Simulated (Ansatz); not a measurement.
# PtGe: response to strain

The parent structure is PtGe (space group Pnma, No. 62; a = 5.772 Å, b = 3.713 Å, c = 6.129 Å). Axes: x, y, z lie along a, b, c of the conventional cell.

Strains are applied to the cell and any free atomic positions relax; under biaxial strain the out-of-plane vector relaxes too.

Calculations: r2SCAN, PAW, 500 eV (Ansatz, an electronic-structure program; no spin-orbit coupling).

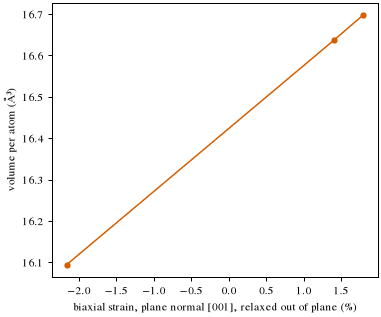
Figure: Volume per atom against biaxial strain, plane normal [001], relaxed out of plane

```json
[
 {"biaxial strain, plane normal [001], relaxed out of plane (%)": "-2.16", "volume per atom": "16.09 Å³"},
 {"biaxial strain, plane normal [001], relaxed out of plane (%)": "1.4", "volume per atom": "16.64 Å³"},
 {"biaxial strain, plane normal [001], relaxed out of plane (%)": "1.79", "volume per atom": "16.70 Å³"}
]
```

Without a gap, meshes like the base's 8×13×8 leave anisotropic stresses uncertain by several tenths of a GPa, and small strain energies with them. Stability against distortions was not tested. The final runs are not spin-polarised.
